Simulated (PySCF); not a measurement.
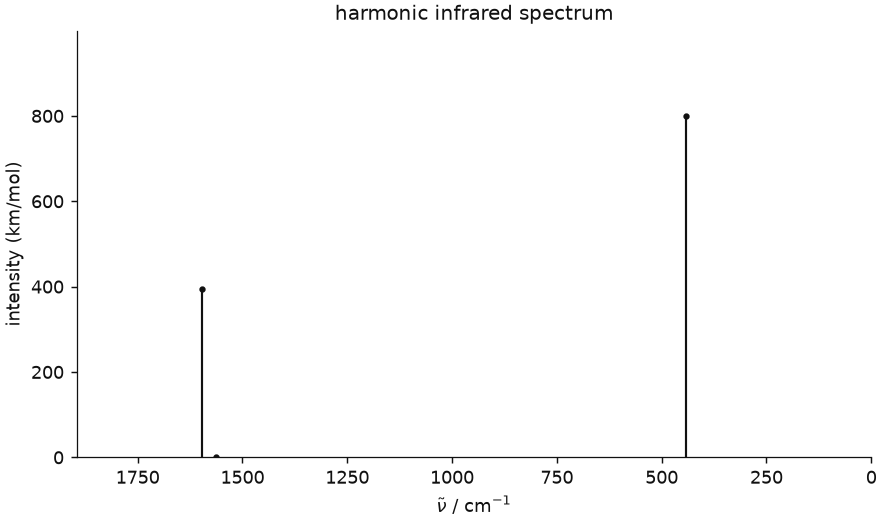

Unscaled harmonic wavenumbers and double-harmonic intensities, PBE/def2-TZVP, PySCF, isolated molecule. Structures are the lowest points that the searches found. Degenerate modes count as one line, with their intensities summed.

Whose IR spectrum is this?
A. CO₂, singlet
B. MgH₂, singlet
C. AsF₃, singlet
D. SO₂, singlet

B. It has its most intense lines at 441.2 and 1596.2 cm⁻¹.
